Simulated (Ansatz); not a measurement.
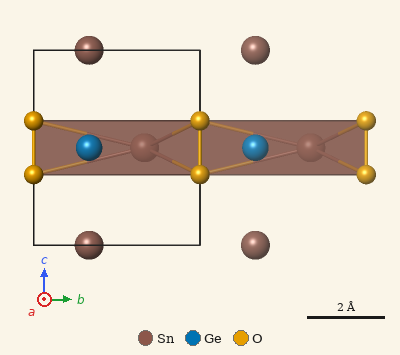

This is the input geometry for a relaxation of solid Sn$_{2}$GeO$_{2}$ (a generated structure, set up in P-6m2) (coarse preliminary run). A polyhedral model of the cell of the calculation, repeated 1 × 2 × 1 with one cell outlined, seen along the a axis.

Theory: DFT PBE, scalar-relativistic, plane waves, PAW in Ansatz 0.2.0.

The input:
```yaml
crystal:
  lattice:
    - [4.99147781, 0.0, 0.0]
    - [-2.4957389, 4.32274658, 0.0]
    - [0.0, 0.0, 5.06757309]
  atoms:
    - { symbol: Sn, position: [0.66666667, 0.33333333, 0.0] }
    - { symbol: Sn, position: [0.33333333, 0.66666667, 0.5] }
    - { symbol: Ge, position: [0.66666667, 0.33333333, 0.5] }
    - { symbol: O, position: [0.0, 0.0, 0.63785881] }
    - { symbol: O, position: [0.0, 0.0, 0.36214119] }
basis:
  ecutwfc: 420
kpoints:
  mp_grid: { grid: [6, 6, 4] }
hamiltonian:
  xc: pbe
scf:
  occupations: { method: gaussian, width: 0.1 }
  lower_state_search: "off"
output:
  forces: true
  stress: true
  eigenvalues: true
relax:
  adjacent_minimum: "off"
  f_tol: 0.04
  max_steps: 70
  cell: { stress_tol: 0.4 }
```

Command:
```bash
ansatz run input.yaml --threads 1 --pin off --max-ram 2560MiB --backend cpu --events-out ev --progress --plain --runs-dir out
```

### Predict the outcome.

After 4 accepted moves (5 points after the start) the energy has fallen by 73.1 meV per atom. The largest force component goes from 0.21 to 0.022 eV/Å. The pressure goes from 0.65 to −0.05 GPa. At 1 point the geometry stayed and the basis and grid were re-selected for the new cell (energy shift of 0.4 meV per atom at most each time). The largest moves relative to the cell, 0.058 Å, are those of O4 and O5. O5 goes along +c. Sn and Ge stay in place. Cell: a = b 4.991 → 4.794 Å (−4.0 %), c 5.068 → 5.508 Å (+8.7 %). Volume +0.3 %. Near-neighbour distances that change, for instance: Sn1–Ge3 2.534 → 2.754 Å, Sn2–O4 2.965 → 2.855 Å, O4–O5 1.397 → 1.402 Å. The space group stays P-6m2 (No. 187).

History of the run:

```csv
step,"E − E(0), meV/atom","largest force component, eV/Å","pressure, GPa","volume, Å³/atom",note
0,0.00,0.2131,0.65,21.868,
1,-62.07,0.0607,0.79,21.701,
2,-72.08,0.2159,0.17,21.959,
3,-72.65,0.1364,0.11,21.926,
4,-72.74,0.0270,-0.06,21.928,
5,-73.12,0.0222,-0.05,21.928,"same geometry, new basis"
```

The structure at the end:

```
CELL_PARAMETERS angstrom
4.79413 0.00000 0.00000
-2.39707 4.15184 0.00000
0.00000 0.00000 5.50830
ATOMIC_POSITIONS crystal
Sn 0.66667 0.33333 0.00000
Sn 0.33333 0.66667 0.50000
Ge 0.66667 0.33333 0.50000
O 0.00000 0.00000 0.62727
O 0.00000 0.00000 0.37273
```

After the run, drawn alike:

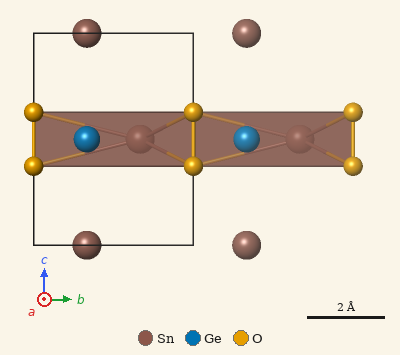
